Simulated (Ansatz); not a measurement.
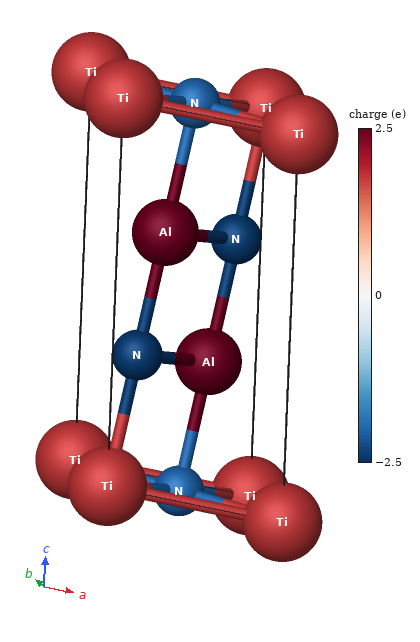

Drawn in the ball-and-stick manner and seen slightly off an axis. Lines trace the edges of the cell (the run's own, in a reduced setting). The atoms of this TiAl₂N₃ cell are coloured by their Bader charge.

Computational set-up: Ansatz, DFT PBE, scalar-relativistic, plane waves, PAW, 420 eV cutoff, k-points about 0.17 Å⁻¹ apart, Gaussian smearing of 0.1 eV, no spin polarisation.

Read the charges from the picture.

Answer. Most positive: Al; most negative: N. Charges: about Ti +1.8 e; Al +2.5 e; N -2.4 to -2.0 e.

The initial geometry was a structure type filled with these elements by a generator (whether the compound takes this form wasn't checked). Earlier steps of the study may have refined or changed the cell and positions. It went into a calculation with Ansatz.
